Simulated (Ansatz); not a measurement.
SiO2 under a change: O → S

The reference is SiO2 in the rutile structure (space group P4_2/mnm, No. 136; a = 4.1946 Å, c = 2.6785 Å).

Perturbation: every O is replaced by S, then cell and atoms are relaxed.

Method: PBEsol (Ansatz, a quantum-chemistry and plane-wave program, PAW, no spin-orbit coupling). Γ-centred 6×6×10 mesh, Fermi–Dirac width 0.05 eV, for the changed cell.

The volume per atom grows by 9.293 Å³ to 17.15 Å³ and the lattice parameter a grows by 1.366 Å, from 4.195 Å to 5.561 Å. The c/a ratio falls by 0.0402 to 0.598 and the space group remains P4_2/mnm (No. 136). The shortest interatomic distance increases by 0.468 Å (1.766 Å → 2.234 Å) and the band gap goes from 5.35 eV to zero.

Final structure:

```
CELL_PARAMETERS angstrom
      5.56069     0.00000     0.00000
      0.00000     5.56069     0.00000
      0.00000     0.00000     3.32721
ATOMIC_POSITIONS crystal
  Si 0.50000 0.50000 0.50000
  Si 0.00000 0.00000 0.00000
  S  0.81045 0.81045 0.50000
  S  0.31045 0.68955 0.00000
  S  0.68955 0.31045 0.00000
  S  0.18955 0.18955 0.50000
```

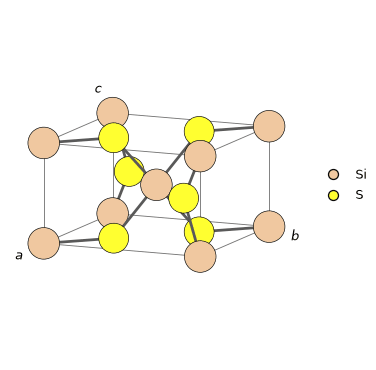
*The relaxed conventional cell after the change*

No phonon test of stability was made. As relaxed here, SiS2 is a hypothetical phase, not in the database extracts checked. All final runs are without spin polarisation. Gaps under 0.05 eV, about the width of the smearing, are given as zero. A zero or small gap of SiS2 can be the functional's error rather than a property of the material.
